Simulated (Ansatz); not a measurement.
## Electronic structure of H₅NSi···H₂···H₂O in real space

```yaml
atoms:
  - { symbol: Si, position_ang: [-1.3759, -0.7980, 0.7173] }
  - { symbol: H, position_ang: [0.0565, 1.6932, -2.3199] }
  - { symbol: H, position_ang: [-0.9232, -2.0051, 1.4536] }
  - { symbol: H, position_ang: [-2.7379, -0.4387, 1.2047] }
  - { symbol: H, position_ang: [-1.4569, -1.0744, -0.7379] }
  - { symbol: H, position_ang: [1.5052, -0.0238, -0.0302] }
  - { symbol: N, position_ang: [-0.1661, 0.4264, 0.9479] }
  - { symbol: H, position_ang: [0.6408, 1.3054, -2.0552] }
  - { symbol: O, position_ang: [2.2654, -0.0467, -0.6363] }
  - { symbol: H, position_ang: [-0.2834, 1.2871, 0.4302] }
  - { symbol: H, position_ang: [0.0966, 0.6436, 1.8990] }
  - { symbol: H, position_ang: [2.3787, -0.9690, -0.8731] }
```

The product side of a reaction path; geometry: PBE0-D4/def2-TZVP.

Level of theory: RKS PBE0-D4/def2-TZVPP in Ansatz.

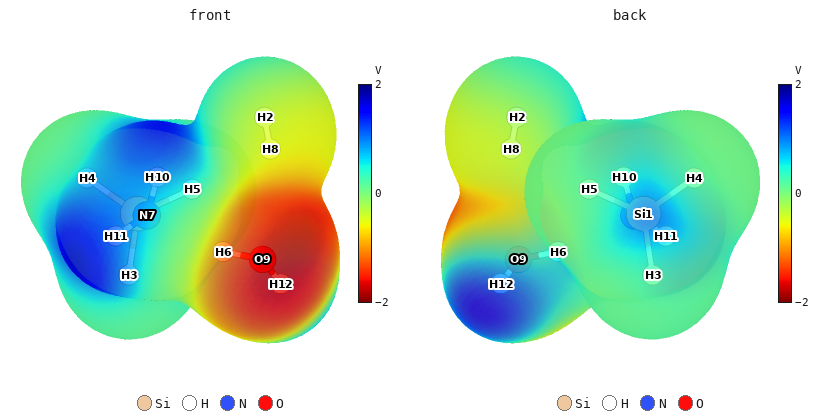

Figure 1. The molecular electrostatic potential painted on the density surface at 0.001 e/bohr³, seen from the front and from behind; red is negative and blue positive.

### Describe the electrostatic potential map.

The most negative region (about −1.7 V) lies over O9, the most positive (about +1.7 V) over H11. O9 is the likeliest acceptor of a hydrogen bond.

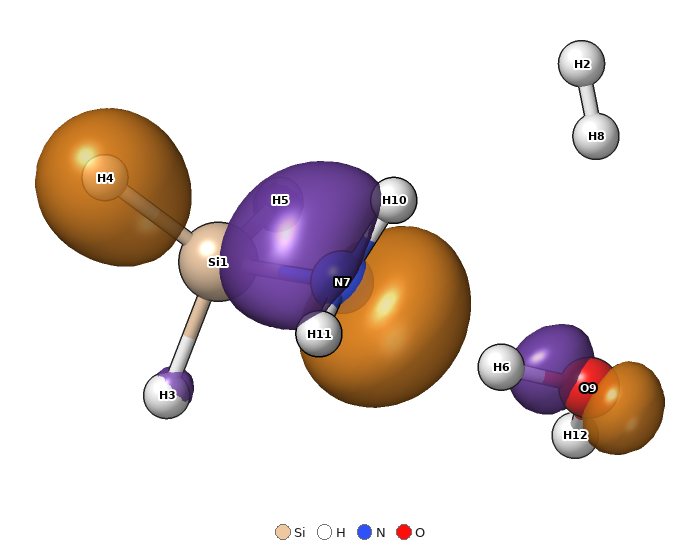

Figure 2. The HOMO at ±0.15 Å⁻³ᐟ² (orange and purple are the two phases), seen across its widest extent.

### Describe this orbital and give its energy.

It lies mainly on N7 (about 55 %), Si1 (about 15 %), H4 (about 10 %) and O9 (about 10 %). Its energy is −8.08 eV.

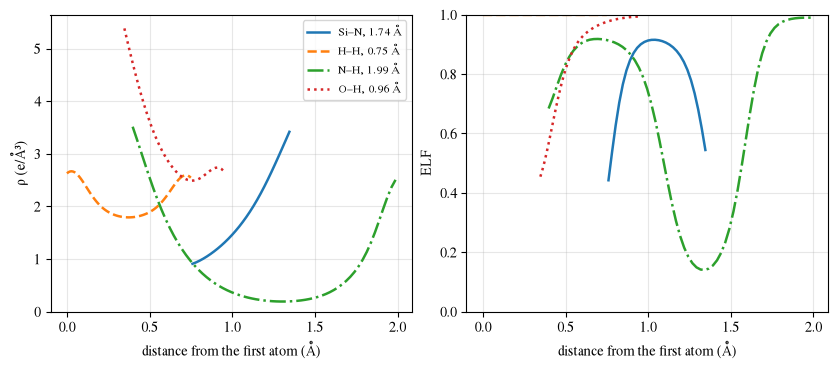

Figure 3. Electron density and ELF along straight lines between neighbouring atoms. The curves leave out the atomic cores.

### What can be read from the curves?

Si–N (1.74 Å): ρ at the midpoint is about 1.1 e/Å³; the ELF peaks at about 0.90 between the atoms; a polar covalent bond.
H–H (0.75 Å): ρ is about 1.8 e/Å³ halfway; the ELF peaks at about 1 between the atoms.
N7···H6 (1.99 Å): the density falls to about 0.19 e/Å³ on the way; the ELF dips to about 0.15 between them (a closed-shell contact with the geometry of a hydrogen bond).
O–H (0.96 Å): the density is about 3.8 e/Å³ at the midpoint; the ELF climbs to about 1 towards the hydrogen, as it does in any bond to H (a covalent bond by its length).
